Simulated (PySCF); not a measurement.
CH6Cl2OSi3

Input file:

```
{"job": {"xc": "WP04", "basis": "pcSseg-1", "solvent": "dimethylsulfoxide", "kind": "nmr", "pop": true}, "charge": 0, "multiplicity": 1}
C      1.644336    -0.031899    -1.621440
O      0.869612    -0.767506    -0.726326
Si     0.560015    -0.514327     0.851547
Si    -1.734813    -0.945701     1.132412
Cl    -2.762119    -2.248086    -0.059622
Si    -1.011390     1.331733     1.006564
Cl    -1.358911     2.231621    -0.830783
H      1.727033    -0.600419    -2.548107
H      1.163809     0.926770    -1.828127
H      2.644117     0.154254    -1.222115
H      1.888094    -0.329126     1.489121
H     -1.935769    -1.521706     2.474549
H     -1.698402     2.314879     1.864599
```

Command:

```sh
OMP_NUM_THREADS=1 python ens_run.py task.json out
```

Geometry: GFN2-xTB.

Computed with PySCF, WP04/pcSseg-1, SCF density, in a dimethylsulfoxide solvent model, non-relativistic.

Q: Predict the electron density and electron localisation function between the atoms.

A: C–O (1.39 Å): ρ at the midpoint is about 2.1 e/Å³, with its minimum of 1.7 e/Å³ about 0.5 Å from C; the ELF peaks at about 0.90 between the atoms (a shared but strongly polarised pair).
C–H (1.09 Å): ρ at the midpoint is about 2.1 e/Å³; the ELF climbs to about 1 towards the hydrogen, as it does in any bond to H; a covalent bond by its length.

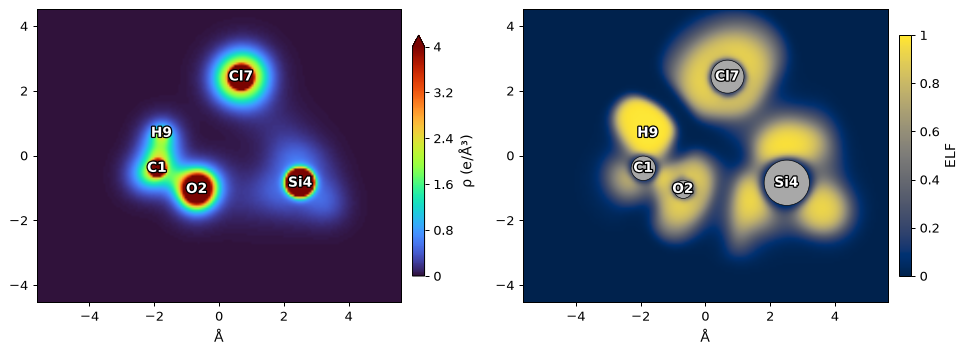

Computed electron density and electron localisation function on the plane of atoms O2, C1 and H9, in this order. Grey discs cover the atomic cores in the ELF map. 
